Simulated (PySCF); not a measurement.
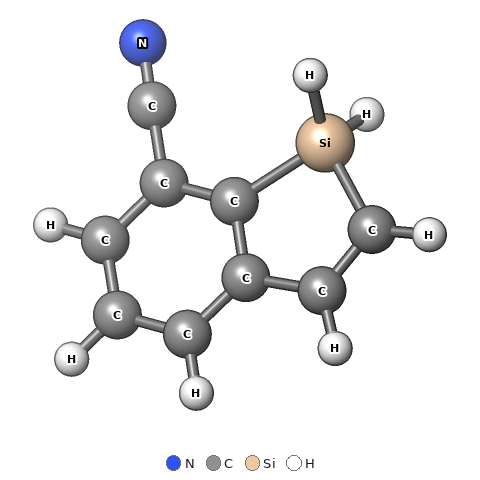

Structure of C₉H₇NSi, SMILES N#Cc1cccc2c1[SiH2]C=C2.

Vertical TDDFT excitations, CAM-B3LYP/def2-SVPD in PySCF, at a PBE0-D3(BJ)/def2-SVP geometry (no frequency check), gas phase.

Q: Where does it absorb, and how strongly?

A: The lowest singlet lies at 4.44 eV (279 nm, f = 0.027); the brightest of the first 10 is S4 at 5.80 eV (214 nm), f = 0.505, mainly HOMO−1 → LUMO (61 %). No singlet lies below 3.1 eV (beyond 400 nm), so at this level no vertical transition falls in the visible.


```tsv
state	E (eV)	λ (nm)	f	main character
S1	4.44	279	0.027	HOMO → LUMO (73 %)
S2	4.83	257	0.100	HOMO → LUMO+1 (44 %)
S3	5.67	219	0.211	HOMO−1 → LUMO+1 (78 %)
S4	5.80	214	0.505	HOMO−1 → LUMO (61 %)
S5	6.06	204	0.000	HOMO−3 → LUMO (93 %)
S6	6.46	192	0.004	HOMO−4 → LUMO+1 (32 %)
S7	6.61	188	0.003	HOMO−4 → LUMO (34 %)
S8	6.69	185	0.002	HOMO → LUMO+2 (89 %)
S9	6.71	185	0.000	HOMO−3 → LUMO+1 (39 %)
S10	6.75	184	0.107	HOMO−2 → LUMO (65 %)
```

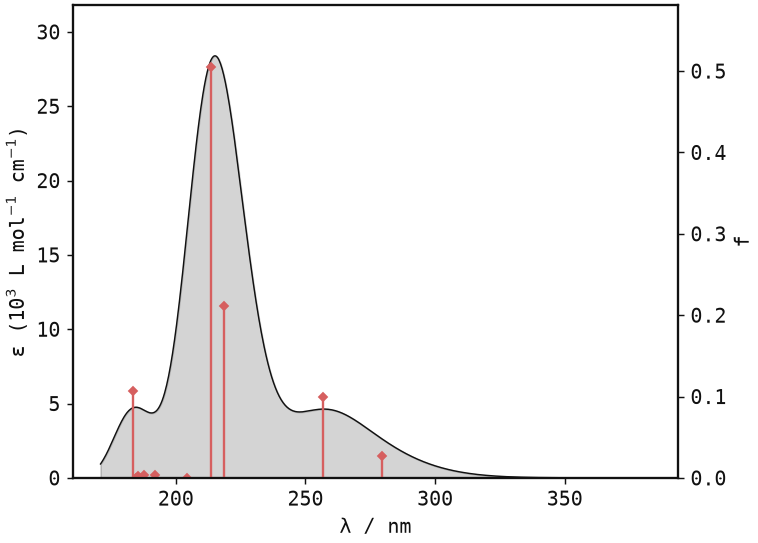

The lowest 10 singlet states are shown; each is broadened by a Gaussian of 1/e half-width 0.40 eV. Sticks give oscillator strengths (right axis).

Known limits of this run: core orbitals are frozen in the response.
